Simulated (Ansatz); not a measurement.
## LiMgBr3 (model cell, started as cubic perovskite with Mg in the octahedra): a soft mode frozen in

Aim: this structure of LiMgBr3 (model cell, started as cubic perovskite with Mg in the octahedra) is to be tested for unstable modes, and one is followed downhill.

Program: Ansatz 0.2.0. Level of theory: DFT PBEsol, scalar-relativistic, plane waves, PAW; PAW set soft_1. Results are calculated unless marked as measured.

The structure was built from a prototype and need not be the compound's stable phase.

### Step 1. Set-up

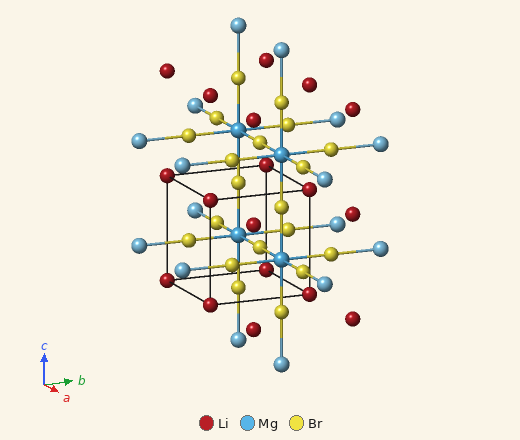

Start, viewed slightly off an axis; lithium red, magnesium blue, bromine yellow. 2×1×2 cells are drawn. Some periodic images of atoms are drawn too.

Coordinates:

```cif
data_structure
_symmetry_space_group_name_H-M 'Pm-3m'
_symmetry_Int_Tables_number 221
_cell_length_a 5.2123
_cell_length_b 5.2123
_cell_length_c 5.2123
_cell_angle_alpha 90.000
_cell_angle_beta 90.000
_cell_angle_gamma 90.000
_cell_volume 141.61
loop_
_atom_site_label
_atom_site_type_symbol
_atom_site_symmetry_multiplicity
_atom_site_Wyckoff_symbol
_atom_site_fract_x
_atom_site_fract_y
_atom_site_fract_z
_atom_site_occupancy
Li1 Li 1 a 0.00000 0.00000 0.00000 1
Mg1 Mg 1 b 0.50000 0.50000 0.50000 1
Br1 Br 3 c 0.50000 0.50000 0.00000 1
```

### Step 2. The dispersion

The cell comes from relaxations at this level that are not shown. Stability and thermal properties need the whole zone. Linear response on a 2×2×2 q mesh gives force constants as far as a supercell of that size would, and the tensors from the zone-centre run are typed in so that the long-range dipole term is interpolated apart.

Input file input.yaml:

```yaml
crystal:
  lattice:
    - [5.2123358958, 0.0, 0.0]
    - [0.0, 5.2123358958, 0.0]
    - [0.0, 0.0, 5.2123358958]
  atoms:
    - { symbol: Li, position: [0.0, 0.0, 0.0] }
    - { symbol: Mg, position: [0.5, 0.5, 0.5] }
    - { symbol: Br, position: [0.5, 0.5, 0.0] }
    - { symbol: Br, position: [0.5, 0.0, 0.5] }
    - { symbol: Br, position: [0.0, 0.5, 0.5] }
kpoints:
  mp_grid: { grid: [6, 6, 6] }
hamiltonian:
  xc: pbesol
  pseudopotentials: { kind: paw, azcp: { folder: soft_1 }, xc_functional: pbe }
scf:
  occupations: { method: fixed }
output:
  eigenvalues: true
phonons:
  method: dfpt
  qmesh: [2, 2, 2]
  temperatures: { t_max: 1000, t_step: 50 }
  qpath:
    path:
      - [[0.0, 0.0, 0.0], [0.0, 0.5, 0.0], [0.5, 0.5, 0.0], [0.0, 0.0, 0.0], [0.5, 0.5, 0.5], [0.0, 0.5, 0.0]]
      - [[0.5, 0.5, 0.5], [0.5, 0.5, 0.0]]
    npoints: 10
  non_analytic_term:
    high_frequency_dielectric_tensor: [[3.3007, 0.0, 0.0], [0.0, 3.3007, 0.0], [0.0, 0.0, 3.3007]]
    born_effective_charges:
      - { species: Li, tensor: [[1.4392, 0.0, 0.0], [0.0, 1.4392, 0.0], [0.0, 0.0, 1.4392]] }
      - { species: Mg, tensor: [[2.3693, 0.0, 0.0], [0.0, 2.3693, 0.0], [0.0, 0.0, 2.3693]] }
      - { species: Br, tensor: [[-0.8839, 0.0, 0.0], [0.0, -0.8839, 0.0], [0.0, 0.0, -2.0407]] }
      - { species: Br, tensor: [[-0.8839, 0.0, 0.0], [0.0, -2.0407, 0.0], [0.0, 0.0, -0.8839]] }
      - { species: Br, tensor: [[-2.0407, 0.0, 0.0], [0.0, -0.8839, 0.0], [0.0, 0.0, -0.8839]] }
    source: "zone-centre run at this cell"
```

Run with:

```
> ansatz run input.yaml --threads 8 --pin off --max-ram 16384MiB --backend cpu --events-out ev --progress --plain --runs-dir out
```

Numbers of over 12 decimals in the logs are rounded to 6 here.

Log:

```text
Engine: ansatz 0.2.0, aarch64-unknown-linux-gnu
Pseudopotentials: kind: paw
Pseudopotential: Li, paw, valence charge 3, recommended cutoff 420 eV (normal), soft_1/Li.paw.azcp
Pseudopotential: Mg, paw, valence charge 10, recommended cutoff 420 eV (normal), soft_1/Mg.paw.azcp
Pseudopotential: Br, paw, valence charge 7, recommended cutoff 420 eV (normal), soft_1/Br.paw.azcp
Functional definition: PBEsol
  exchange = pbesol_x
  correlation = pbesol_c
Crystal: 5 atoms, lattice volume = 141.611 Å³
Basis set: ecut = 420 eV, 2777 PW (Γ), exchange–correlation on 72×72×72 points (8 copies of the dense FFT grid, shifted against one another)
Bands: 22, of which v1, the nominal top of the filled ones, is band 17 counted from 1 (16 counted from 0)
Symmetry: 48 space group operations
k-points: 20 of 216
Non-local potential: Li, projectors of the file, l = 0: 3, l = 1: 2, l = 2: 1
Non-local potential: Mg, projectors of the file, l = 0: 3, l = 1: 2, l = 2: 1
Non-local potential: Br, projectors of the file, l = 0: 2, l = 1: 2, l = 2: 2
PAW form: soft (Blöchl's): semilocal exchange-correlation on the pseudo side does not see the compensation charge
PAW frozen core: Mg, regenerated for the run's functional, and the local potential with it (the file was generated under x = pbe(κ = 0.804, μ = 0.219515), c = pbe(β = 0.066725))
PAW frozen core: Br, regenerated for the run's functional, and the local potential with it (the file was generated under x = pbe(κ = 0.804, μ = 0.219515), c = pbe(β = 0.066725))
PAW one-centre angular grid: Li, 110 points (default); XC on 64 Gauss nodes
PAW one-centre angular grid: Mg, 110 points (default); XC on 64 Gauss nodes
PAW one-centre angular grid: Br, 110 points (default); XC on 64 Gauss nodes
Initial density: superposition of atomic densities (chi_scale 0.1, normalization cell, long waves kept (reshape's long-wave potential 0.01 eV rms))
Initial wavefunctions: pseudopotential atomic-orbital guess
Functional: x = pbesol(κ = 0.804, μ = 0.123457), c = pbesol(β = 0.046)
SCF iter   1: F=—  HF=-10331.144700 eV  |F-HF|=—  |Δ(HF+E_count)|=         —  Δρ=3.53e-2  dr2=1.38e0  ethr=3.10e-3  ⟨swp⟩=4.5  Hψ=1973  notcnv=0  defer=49
preconditioner: auto → Resta (q_TF=auto, 2.151 Å⁻¹)  ε∞=3.2  [insulator: Δε(μ)=1.745 eV  Ē_g=10.312 eV  n_scr=26 (ndim 8)  ℏωp=15.3 eV  f_vac=0.000  ε∞_Penn≈3.2]
SCF iter   2: F=—  HF=-10330.762296 eV  |F-HF|=—  |Δ(HF+E_count)|=   3.82e-1  Δρ=1.62e-2  dr2=3.75e-1  ethr=3.10e-3  ⟨swp⟩=2.4  Hψ=963  notcnv=0  defer=40
SCF iter   3: F=—  HF=-10330.696483 eV  |F-HF|=—  |Δ(HF+E_count)|=   6.58e-2  Δρ=2.43e-3  dr2=1.69e-2  ethr=1.10e-3  ⟨swp⟩=2.5  Hψ=790  notcnv=0  defer=47
SCF iter   4: F=—  HF=-10330.700297 eV  |F-HF|=—  |Δ(HF+E_count)|=   3.81e-3  Δρ=6.17e-4  dr2=1.23e-3  ethr=4.96e-5  ⟨swp⟩=2.5  Hψ=791  notcnv=0  defer=56
SCF iter   5: F=—  HF=-10330.700961 eV  |F-HF|=—  |Δ(HF+E_count)|=   6.63e-4  Δρ=1.41e-4  dr2=3.71e-5  ethr=3.61e-6  ⟨swp⟩=2.0  Hψ=619  notcnv=0  defer=56
SCF iter   6: F=—  HF=-10330.700964 eV  |F-HF|=—  |Δ(HF+E_count)|=   3.26e-6  Δρ=2.86e-5  dr2=1.38e-6  ethr=1.09e-7  ⟨swp⟩=2.6  Hψ=740  notcnv=0  defer=38
SCF iter   7: F=—  HF=-10330.700962 eV  |F-HF|=—  |Δ(HF+E_count)|=   2.27e-6  Δρ=6.10e-6  dr2=7.40e-8  ethr=4.07e-9  ⟨swp⟩=2.0  Hψ=735  notcnv=0  defer=25
SCF iter   8: F=—  HF=-10330.700962 eV  |F-HF|=—  |Δ(HF+E_count)|=   1.23e-7  Δρ=1.14e-6  dr2=2.25e-9  ethr=2.18e-10  ⟨swp⟩=2.4  Hψ=668  notcnv=0  defer=25
SCF iter   9: F=—  HF=-10330.700962 eV  |F-HF|=—  |Δ(HF+E_count)|=   4.06e-9  Δρ=2.41e-7  dr2=1.23e-10  ethr=6.61e-12  ⟨swp⟩=2.0  Hψ=707  notcnv=0  defer=25
SCF iter  10: F=-10330.700962 eV  HF=-10330.700962 eV  |F-HF|=7.28e-12  |Δ(HF+E_count)|=  2.00e-10  Δρ=6.06e-8  dr2=5.29e-12  ethr=1.00e-12  ⟨swp⟩=12.4  Hψ=2765  notcnv=0
SCF 1 converged in 10 iterations: F = -10330.700962 eV  dr2 = 5.29e-12
  greatest PAW one-centre occupation: 1.000 electrons in one spin orbital (limit 2), on the Mg atom at site 1 (counted from 0), in its partial waves of l = 0
NSCF: frozen V_eff on 20 k-points
NSCF: frozen V_eff on 64 k-points
DFPT response loops at q = (0, 0, 0) (fractional): preconditioner auto → none (the input reference at scf.mixing.eps_inf says where Resta's filter doesn't serve); β = 0.50; Broyden in place of MSR1
NSCF: frozen V_eff on 128 k-points
DFPT response loops at q = (0, 0, -0.5) (fractional): preconditioner auto → Resta (q_TF=auto, 2.151 Å⁻¹)  ε∞=4.6 (no band partly filled); β = 1.00, the filter's whole step (`scf.mixing.beta` (0.50) is not read by the response loops at its default; to damp them type it under 1.00, their step now; it binds the ground state too); Broyden in place of MSR1
NSCF: frozen V_eff on 128 k-points
DFPT response loops at q = (0, -0.5, -0.5) (fractional): mixed as the last ones told, above
NSCF: frozen V_eff on 128 k-points
DFPT response loops at q = (-0.5, -0.5, -0.5) (fractional): mixed as the last ones told, above
SCF converged after 10 iterations
Free energy (F): -10330.700962 eV
Harris-Foulkes:  -10330.700962 eV  (|F-HF|=7.28e-12)
Internal energy: -10330.700962 eV  (E = F + TS)
E sigma→0 (E₀):  -10330.700962 eV
Fermi energy:    1.967920 eV
--- Per-component energies (eV) ---
  E_band       = -537.013082
  E_kinetic    = 482.866353
  E_local      = -2981.069457  (includes V_loc(G=0)·N_el)
  E_nonlocal   = 331.303442
  E_hartree    = 1039.947882
  E_xc         = -621.077320
  E_vxc        = -374.197205  (∫ρ·V_xc dr)
  E_paw        = -7119.633098  (= ΣΔE_a)
  E_vpaw       = -75.812063  (= ΣTr[D̂ρ^β])
  E_aug_tail   = 0.000104  (compensation charges beyond the density's cutoff)
  E_ewald      = -1463.374543
  E_core_change = 0.335675  (= ΣΔE_core)
  E_smearing   = -0.000000  (= −TS)
  E_closure    = 0.000000  (closes the sum)
  Σ components = -10330.700962   (vs F -10330.700962, Δ=0.00e0)
--- Band table (eV; the first three rows and the last of 20) ---
  k-point 0: bands = [... 13 lower, 1.0803, 1.3781, 1.3781, 1.3781, 4.8368, 4.9424, 8.8370, 8.8370, ... 1 higher]
  k-point 1: bands = [... 13 lower, 0.9964, 1.0148, 1.3204, 1.3204, 5.1802, 5.3989, 8.4507, 8.8617, ... 1 higher]
  k-point 2: bands = [... 13 lower, 0.7002, 0.8906, 1.2907, 1.2907, 5.8879, 6.4824, 7.6796, 8.7094, ... 1 higher]
  k-point 19: bands = [... 13 lower, 0.7915, 1.9679, 1.9679, 1.9679, 5.5787, 7.7993, 7.7993, 7.7993, ... 1 higher]
--- Phonons (Γ-DFPT): 4 representative perturbations + reference (Σ response iterations 12) ---
  ASR residual: 1.990e-4 → 0.000e0 eV/Å²; symmetrization residual: 6.076e-7 eV/Å²
  ASR residual per site (eV/Å²): 1.56e-5 1.99e-4 4.39e-5 4.39e-5 4.39e-5
  Γ frequencies (cm⁻¹): -175.82 -175.82 -175.82 -9.94 -9.94 -9.94 0.00 0.00 0.00 83.42 83.42 83.42 238.14 238.14 238.14
--- Phonons (arbitrary-q DFPT): 4 irreducible q on the 2×2×2 mesh ---
  q = [0.0000, 0.0000, 0.0000] (star 1, of the zone-centre solve; hermiticity 1.82e-7, symmetrization 5.26e-12): -175.82 -175.82 -175.82 -9.94 -9.94 -9.94 0.00 0.00 0.00 83.42 83.42 83.42 238.14 238.14 238.14
  q = [0.0000, 0.0000, -0.5000] (star 3, 9 solved perturbations in 504 linear systems a pass and spin channel, the states on 64 of 216 k-point pairs; hermiticity 1.61e-7, symmetrization 2.75e-8): -167.05 -167.05 -19.41 -19.41 15.59 48.75 48.75 59.11 59.60 84.36 84.36 186.55 237.76 237.76 258.32
  q = [0.0000, -0.5000, -0.5000] (star 3, 9 solved perturbations in 504 linear systems a pass and spin channel, the states on 64 of 216 k-point pairs; hermiticity 3.40e-7, symmetrization 1.13e-7): -155.46 -151.19 -151.19 -66.53 35.11 35.11 66.48 66.48 79.92 91.32 124.79 184.36 237.50 270.57 270.57
  q = [-0.5000, -0.5000, -0.5000] (star 1, 4 solved perturbations in 184 linear systems a pass and spin channel, the states on 64 of 216 k-point pairs; hermiticity 1.23e-6, symmetrization 6.14e-7): -172.71 -172.71 -172.71 -66.57 -66.57 -66.57 89.67 89.67 89.67 123.17 123.17 195.93 271.69 271.69 271.69
  sum rule: each row above includes the acoustic sum rule's correction from the zone centre's row sums; it moved no ω² by more than (1.49 cm⁻¹)²
  mesh force constants: q→R imaginary residual 3.49e-18; ASR residual 1.990e-4 → 0.000e0 eV/Å²; symmetrization residual 7.994e-15 eV/Å²
  interpolated dispersion: 63 rows × 15 modes
  density of states and harmonic sums: on the 12×12×12 q-mesh, interpolated from the force constants of a 2×2×2 supercell (with the dipole–dipole term of supplied tensors)
  largest difference from the sums on the solved wave vectors: F 7.23e-2 eV, S 9.60e-5 and C_V 3.20e-5 eV/K
  zero-point energy: 0.084503 eV/cell   skipped modes (ω ≤ 0): 435, of them read as no rigid motion or as one in doubt: 432 (5.149e0 modes/cell left out, lowest -175.82 cm⁻¹)   left out of the sums: 3.43e-1 of the cell's modes: C_V's classical limit lies that fraction below 3 k_B per atom; for a crystal, a wire or a layer, F and S can be off by more, and a phonons.interpolated_qmesh denser along its periods is the remedy for the sampling
```

The job ended after 41 s (8 threads of Arm Neoverse V2, shared host; peak memory 0.9 GiB; 5.1 min of CPU time).

The column dr2 measures how far the density is from self-consistency, as an energy; F and HF (Harris–Foulkes) agree once it is small.

Numbers from this step:

| Property | Result |
| --- | --- |
| gap on the k-mesh | 2.869 eV |
| volume per atom | 28.32 Å³ |
| sum-rule residual before enforcement | 1.99e-4 eV/Å² |
| lowest frequency on the path | -175.8 cm⁻¹ |
| point group | m-3m |
| highest frequency on the path or at a solved wavevector | 307.6 cm⁻¹ |
| highest optical mode at the zone centre (no LO-TO term) | 238.1 cm⁻¹ |
| lowest optical zone-centre mode | -175.8 cm⁻¹ |
| lowest mode on the q mesh (acoustic modes at Γ apart) | -175.8 cm⁻¹ |

Frequencies (cm⁻¹) solved at each irreducible wavevector; negative means imaginary. Frequencies by wavevector, by row:

| q in reciprocal lattice units | star | mode 1 | mode 2 | mode 3 | mode 4 | mode 13 | mode 14 | mode 15 |
| --- | --- | --- | --- | --- | --- | --- | --- | --- |
| 0 0 0 | 1 | -175.8 | -175.8 | -175.8 | -9.9 | 238.1 | 238.1 | 238.1 |
| 0 0 -0.5 | 3 | -167.1 | -167.1 | -19.4 | -19.4 | 237.8 | 237.8 | 258.3 |
| 0 -0.5 -0.5 | 3 | -155.5 | -151.2 | -151.2 | -66.5 | 237.5 | 270.6 | 270.6 |
| -0.5 -0.5 -0.5 | 1 | -172.7 | -172.7 | -172.7 | -66.6 | 271.7 | 271.7 | 271.7 |

Interpolated from a 2×2×2 q mesh, with the LO-TO term (at Γ the limit along the path; where Γ stands inside the path, tables give the limit on arrival). The phonon branches at the labelled points (cm⁻¹):

| point | branch 1 | branch 2 | branch 3 | branch 4 | branch 12 | branch 13 | branch 14 | branch 15 |
| --- | --- | --- | --- | --- | --- | --- | --- | --- |
| Γ | -176 | -176 | -88 | -10 | 96 | 238 | 238 | 308 |
| X | -167 | -167 | -19 | -19 | 187 | 238 | 238 | 258 |
| M | -156 | -151 | -151 | -66 | 184 | 238 | 271 | 271 |
| Γ | -176 | -176 | -88 | -10 | 96 | 238 | 238 | 308 |
| R | -173 | -173 | -173 | -67 | 196 | 272 | 272 | 272 |
| X | -167 | -167 | -19 | -19 | 187 | 238 | 238 | 258 |
| jump to R | -173 | -173 | -173 | -67 | 196 | 272 | 272 | 272 |
| M | -156 | -151 | -151 | -66 | 184 | 238 | 271 | 271 |

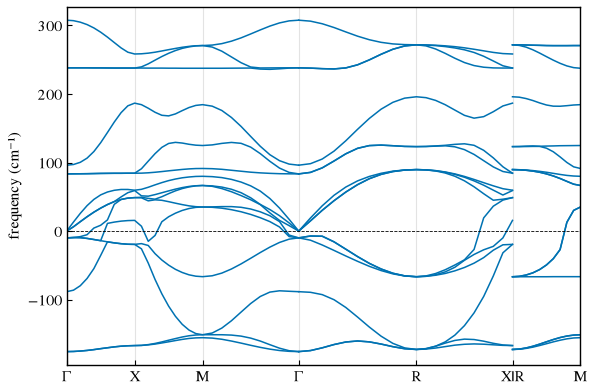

Phonon branches along the path.

Symmetry leaves 4 wavevectors to solve. The lowest mode among them, the acoustic zeros apart, lies at Γ and is imaginary, 175.8i cm⁻¹, so the energy falls along it.

### Step 3. The mode frozen in, largest atomic shift 0 Å

The mode followed lies at q = (-0.5, -0.5, -0.5) with frequency 172.7i cm⁻¹ and is 3-fold degenerate, one of the unstable modes though not the softest. At small amplitude the distorted cell has space group no. 74 by a symmetry search on the positions. The undistorted cell that holds it gives the zero of energy on the same k mesh.

System of this step: LiMgBr3 (model cell, started as cubic perovskite with Mg in the octahedra). It takes space group Pm-3m (No. 221, cubic). Conventional cell: a = 5.212 Å, b = 5.212 Å, c = 5.212 Å, α = 90.00°, β = 90.00°, γ = 90.00°. Nearest to Li lie 12 Br at 3.69 Å. Nearest to Mg lie 6 Br at 2.61 Å. Nearest to Br lie 2 Mg at 2.61 Å. Farther neighbours and most contacts between anions are not listed.

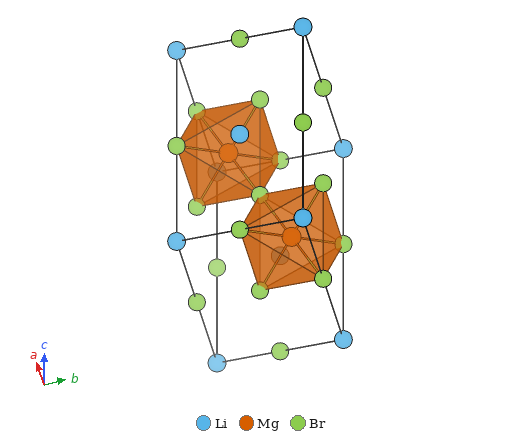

The cell of this step (lithium blue, magnesium orange, bromine green). Bonds to atoms that aren't drawn are left out. Some periodic images of atoms are drawn too.

Input file input.yaml:

```yaml
crystal:
  lattice:
    - [5.2123358958, 5.2123358958, 0.0]
    - [5.2123358958, 0.0, 5.2123358958]
    - [5.2123358958, 0.0, -5.2123358958]
  atoms:
    - { symbol: Li, position: [0.0, 0.0, 0.0] }
    - { symbol: Li, position: [0.0, 0.5, 0.5] }
    - { symbol: Mg, position: [0.5, 0.25, 0.75] }
    - { symbol: Mg, position: [0.5, 0.75, 0.25] }
    - { symbol: Br, position: [0.5, 0.0, 0.0] }
    - { symbol: Br, position: [0.5, 0.5, 0.5] }
    - { symbol: Br, position: [0.0, 0.5, 0.0] }
    - { symbol: Br, position: [0.0, 0.0, 0.5] }
    - { symbol: Br, position: [0.5, 0.0, 0.5] }
    - { symbol: Br, position: [0.5, 0.5, 0.0] }
kpoints:
  mp_grid: { grid: [4, 4, 4] }
hamiltonian:
  xc: pbesol
  pseudopotentials: { kind: paw, azcp: { folder: soft_1 }, xc_functional: pbe }
scf:
  occupations: { method: gaussian, width: 0.02 }
output:
  forces: true
  stress: true
  eigenvalues: true
```

Log:

```text
[...]
Crystal: 10 atoms, lattice volume = 283.222 Å³
Basis set: ecut = 420 eV, 5577 PW (Γ), exchange–correlation on 100×100×100 points (8 copies of the dense FFT grid, shifted against one another)
Bands: 44, of which v1, the nominal top of the filled ones, is band 34 counted from 1 (33 counted from 0)
Symmetry: 96 space group operations
[...]
k-points: 8 of 64
[...]
k-point 0: bands = [... 30 lower, 1.3782, 1.9680, 1.9680, 1.9680, 4.8368, 4.9425, 5.5787, 7.7993, ... 2 higher]
  k-point 1: bands = [... 30 lower, 1.3736, 1.7443, 1.7443, 1.8178, 5.3610, 5.6428, 5.9409, 7.5051, ... 2 higher]
  k-point 2: bands = [... 30 lower, 1.4957, 1.4957, 1.4957, 1.4957, 6.3877, 6.3877, 6.7695, 6.7695, ... 2 higher]
  k-point 7: bands = [... 30 lower, 1.0428, 1.0428, 1.5365, 1.5365, 6.9808, 6.9808, 7.3480, 7.3480, ... 2 higher]
[key lines of the parts left out:]
SCF converged after 8 iterations
Free energy (F): -20661.401487 eV
Fermi energy:    3.402467 eV
P = ⅓ Tr σ = 0.0048 GPa (0.048 kbar)
```

It took 0.96 s on 8 threads; peak memory 0.78 GiB.

Numbers from this step:

```yaml
pressure: 0.004782 GPa
energy_from_the_undistorted_cell: 0 meV/atom
```

At this level the gap is 2.87 eV on the k-mesh of the self-consistent run, which can miss the band edges.

### Step 4. The mode frozen in, largest atomic shift 0.6 Å

The atoms are moved along the unstable eigenvector, the largest shift by 0.6 Å, with the cell fixed.

input.yaml, the sections that differ from step 3:

```yaml
crystal:
  lattice:
    - [5.2123358958, 5.2123358958, 0.0]
    - [5.2123358958, 0.0, 5.2123358958]
    - [5.2123358958, 0.0, -5.2123358958]
  atoms:
    - { symbol: Li, position: [-0.0813961489, 0.0813961489, 0.0] }
    - { symbol: Li, position: [0.0813961489, 0.4186038511, 0.5] }
    - { symbol: Mg, position: [0.5, 0.25, 0.75] }
    - { symbol: Mg, position: [0.5, 0.75, 0.25] }
    - { symbol: Br, position: [0.5, 0.0020135132, 0.0020135132] }
    - { symbol: Br, position: [0.5, 0.4979864868, 0.4979864868] }
    - { symbol: Br, position: [0.0, 0.4979864868, -0.0020135132] }
    - { symbol: Br, position: [0.0, 0.0020135132, 0.5020135132] }
    - { symbol: Br, position: [0.4959729736, 0.0040270264, 0.5] }
    - { symbol: Br, position: [0.5040270264, 0.4959729736, 0.0] }
# kpoints, hamiltonian, scf, output: as in step 3
```

Log:

```text
[...]
Crystal: 10 atoms, lattice volume = 283.222 Å³
Basis set: ecut = 420 eV, 5577 PW (Γ), exchange–correlation on 100×100×100 points (8 copies of the dense FFT grid, shifted against one another)
Bands: 44, of which v1, the nominal top of the filled ones, is band 34 counted from 1 (33 counted from 0)
Symmetry: 8 space group operations
[...]
k-points: 18 of 64
[...]
k-point 0: bands = [... 30 lower, 1.3306, 1.8447, 1.8965, 1.9368, 4.7673, 5.1109, 5.7750, 7.6355, ... 2 higher]
  k-point 1: bands = [... 30 lower, 1.3227, 1.6557, 1.6732, 1.7527, 5.4192, 5.6796, 6.1325, 7.4787, ... 2 higher]
  k-point 2: bands = [... 30 lower, 1.4366, 1.4366, 1.4647, 1.4647, 6.5274, 6.5274, 6.7544, 6.7544, ... 2 higher]
  k-point 17: bands = [... 30 lower, 0.7994, 1.2569, 1.2570, 1.9198, 6.9017, 7.0088, 7.1509, 7.2246, ... 2 higher]
[key lines of the parts left out:]
SCF converged after 8 iterations
Free energy (F): -20661.669828 eV
Fermi energy:    3.352023 eV
P = ⅓ Tr σ = 0.0990 GPa (0.990 kbar)
```

It took 1.7 s on 8 threads; peak memory 0.94 GiB.

This step gave:

```yaml
pressure: 0.09897 GPa
gap_on_the_k_mesh: 2.831 eV
energy_from_the_undistorted_cell: -26.83 meV/atom
```

The energy, extrapolated to zero smearing, is -26.83 meV/atom against the undistorted cell.

The run ends at a pressure of 0.10 GPa, with forces up to 0.39 eV/Å.

[end of part 1 of 3]

[Logs are printed without paths, hosts, clocks, repeated set-up lines and the standing remarks that a program may print on its own settings, such as how far it seeks lower states.]

[Hosts, paths, dates, database ids (printed as entryN), source tags and the programs' standing remarks are cut or masked in the printed files.]
